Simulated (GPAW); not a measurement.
# Screening of a field by 2H-CrOSe monolayer, part 2 of 2

Wanted: the out-of-plane polarisability of 2H-CrOSe monolayer.

GPAW 26.7.0; GPAW, PAW setups; layer in a repeated cell with vacuum, relaxation of atoms and in-plane cell (the session's first sound run).

So far. Step 8 (In a field): The dipole is now -0.0927 e Å, against -0.11 in the run without a field. Step 9 (Field on): The dipole is now -0.0742 e Å, against -0.11 in the run without a field.

### 10. In a field

Level of this step: GPAW, PAW setups; slab in vacuum (GPAW).

Contents of run.py:

```python
import json
import numpy as np
from ase import Atoms
from gpaw import GPAW, PW
from gpaw.external import ConstantElectricField

slab = Atoms(
    ['Se', 'Cr', 'O'],
    positions=[
        [-0.00000, 1.68667, 8.00000],
        [0.00000, 0.00000, 9.72979],
        [-0.00000, 1.68667, 10.73150]],
    cell=[[2.9214, -0.0, 0.0], [-1.4607, 2.53001, 0.0], [0.0, 0.0, 18.7315]],
    pbc=[True, True, False])

slab.calc = GPAW(mode=PW(500), xc='PBE', kpts={'size': (12, 12, 1), 'gamma': True},
                 occupations={'name': 'fermi-dirac', 'width': 0.05}, nbands='160%',
                 convergence={'density': 1e-05}, maxiter=200,
                 poissonsolver={'dipolelayer': 'xy'},
                 external=ConstantElectricField(0.3, [0, 0, 1]),
                 symmetry={'tolerance': 1e-3}, txt='slab.txt')
result = {}
energy = slab.get_potential_energy()
fermi = slab.calc.get_fermi_level()
v = slab.calc.get_electrostatic_potential().mean((0, 1)) - fermi
n = slab.calc.get_pseudo_density().mean((0, 1))
L = slab.cell[2, 2]
z = np.arange(len(v)) * L / len(v)
low, high = slab.positions[:, 2].min(), slab.positions[:, 2].max()
below, above = np.interp([low - 5.8, high + 5.8], z, v)
slopes = [np.interp(x, z, np.gradient(v, z)) for x in (low - 5.8, high + 5.8)]
eps = np.array([[slab.calc.get_eigenvalues(k, s) for k in range(len(slab.calc.get_ibz_k_points()))]
                for s in range(slab.calc.get_number_of_spins())]) - fermi
top, bottom = eps[eps < 0].max(), eps[eps > 0].min()
dipole = slab.get_dipole_moment()[2]
print(f'energy {energy:.4f} eV, Fermi level {fermi:.4f} eV, dipole {dipole:.5f} e A')
print(f'potential 5.8 A off the faces, from the Fermi level: lower {below:.4f} eV, upper {above:.4f} eV')
print(f'slope of the potential there: lower {slopes[0]:.5f}, upper {slopes[1]:.5f} eV/A')
print(f'nearest levels on the mesh: {top:.4f} and {bottom:.4f} eV')
print('magnetic moment', round(slab.get_magnetic_moment(), 3))
result.update(energy=energy, fermi=fermi, dipole=dipole, below=below, above=above, slopes=slopes, edges=[top, bottom],
              z=z.tolist(), v=v.tolist(), n=n.tolist(), positions=slab.positions.tolist(),
              forces=slab.get_forces(apply_constraint=False).tolist(), moments=slab.get_magnetic_moments().tolist())
json.dump(result, open('result.json', 'w'))
```

Command:

```bash
$ OMP_NUM_THREADS=1 OPENBLAS_NUM_THREADS=1 python run.py
```

The program printed:

```text
energy -20.2189 eV, Fermi level -1.4066 eV, dipole -0.05570 e A
potential 5.8 A off the faces, from the Fermi level: lower 4.7225 eV, upper 6.0854 eV
slope of the potential there: lower 0.00047, upper -0.00011 eV/A
nearest levels on the mesh: -0.0467 and 0.0345 eV
magnetic moment 0.0
```

The job ended after 1.9 min (1 thread of Intel Xeon Platinum 8259CL at 2.50GHz (Skylake/Cascade Lake), shared host; peak memory 0.32 GiB).

Electrostatic potential energy of an electron (without an applied field's), less the Fermi level, planar mean against z:

| z (Å) | electrostatic potential energy of an electron (without an applied field's), less the Fermi level, planar mean (eV) |
| --- | --- |
| 0 | 5.40 |
| 1 | 4.72 |
| 2 | 4.72 |
| 3 | 4.72 |
| 4 | 4.72 |
| 5 | 4.71 |
| 6 | 4.53 |
| 7 | 1.09 |
| 8 | -27.9 |
| 9 | -5.54 |
| 10 | -14.7 |
| 11 | -4.35 |
| 12 | 5.86 |
| 13 | 6.08 |
| 14 | 6.08 |
| 15 | 6.08 |
| 16 | 6.09 |
| 17 | 6.09 |
| 18 | 6.09 |

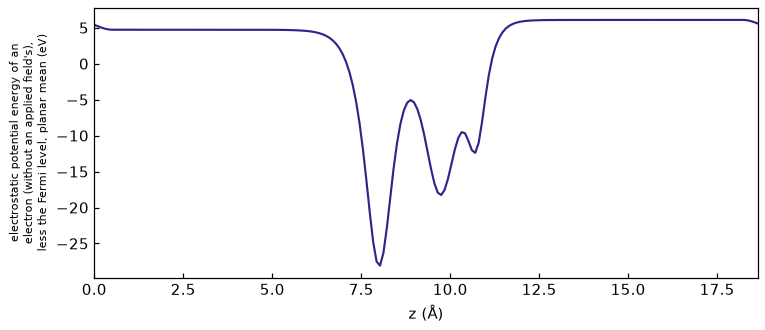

Electrostatic potential energy of an electron (without an applied field's), less the Fermi level, planar mean, plotted against z.

The dipole is now -0.0557 e Å, against -0.11 in the run without a field.

### 11. The series

The members are put on one axis.

This step: induced dipole against applied field (GPAW 26.7.0).

Dipole along the normal against field:

| field (V/Å) | dipole along the normal (e·Å) |
| --- | --- |
| -0.200 | -0.148 |
| -0.100 | -0.130 |
| -0.050 | -0.120 |
| 0.000 | -0.111 |
| 0.050 | -0.102 |
| 0.100 | -0.0927 |
| 0.200 | -0.0742 |
| 0.300 | -0.0557 |

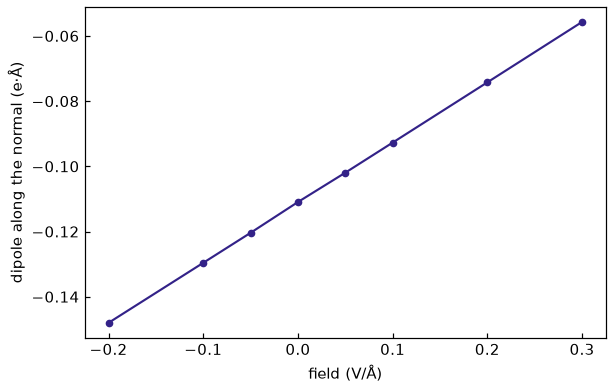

Dipole along the normal, plotted against field.

### 12. A changed run

One more run, with changed settings.

This step: GPAW, PAW setups; slab in vacuum (GPAW 26.7.0).

Edit run.py of step 10 so:

```diff
@@ -3,4 +3,3 @@
 from ase import Atoms
-from gpaw import GPAW, PW
-from gpaw.external import ConstantElectricField
+from gpaw import GPAW
 
@@ -15,7 +14,6 @@
 
-slab.calc = GPAW(mode=PW(500), xc='PBE', kpts={'size': (12, 12, 1), 'gamma': True},
+slab.calc = GPAW(mode='fd', h=0.4, xc='PBE', kpts={'size': (12, 12, 1), 'gamma': True},
                  occupations={'name': 'fermi-dirac', 'width': 0.05}, nbands='160%',
-                 convergence={'density': 1e-05}, maxiter=200,
+                 convergence={'density': 1e-05}, maxiter=75,
                  poissonsolver={'dipolelayer': 'xy'},
-                 external=ConstantElectricField(0.3, [0, 0, 1]),
                  symmetry={'tolerance': 1e-3}, txt='slab.txt')
```

The program printed:

```text
gpaw.KohnShamConvergenceError
```

It took 96 s on 1 thread; peak memory 0.15 GiB.

The run stopped without converging, so none of its numbers is a property of the system.

The fault put into the input: a grid far too coarse, under a cap of 75 iterations, which ended the run (mode = "fd" and h = 0.4).

### 13. Outcome

```
work function, upper and lower face            : 6.661 and 3.940 eV
dipole along the normal                        : -0.111 e Å
induced dipole per field                       : 0.185 e Å per V/Å
out-of-plane polarisability per area, α/(ε0 A) : 4.52 Å
```

What this shows: The field induces 0.185 e Å per V/Å, a polarisable thickness α/(ε0 A) of 4.52 Å beside 2.73 Å between the outermost nuclei. A perfect conductor would give the distance between its two image planes; a dielectric of thickness t gives t(1 - 1/ε). The two faces differ by 2.7 eV, the step that the slab's dipole makes (e p/(ε0 A) gives 2.7 eV), so the dipole layer is needed. The induced dipole is linear in the field over this range. The relaxation of atoms and cell ran in a fully periodic cell without the dipole layer, so the atoms of this polar layer felt a small spurious field. The runs had no spin polarisation, so a magnetic state, which thin layers of d-metal atoms can have, wasn't tested. The layer's cell and atoms come from the relaxation; spin-orbit coupling and temperature are left out.

[Logs are printed without paths, hosts, clocks, repeated set-up lines and the standing remarks that a program may print on its own settings, such as how far it seeks lower states.]

[Hosts, paths, dates, database ids (printed as entryN), source tags and the programs' standing remarks are cut or masked in the printed files.]
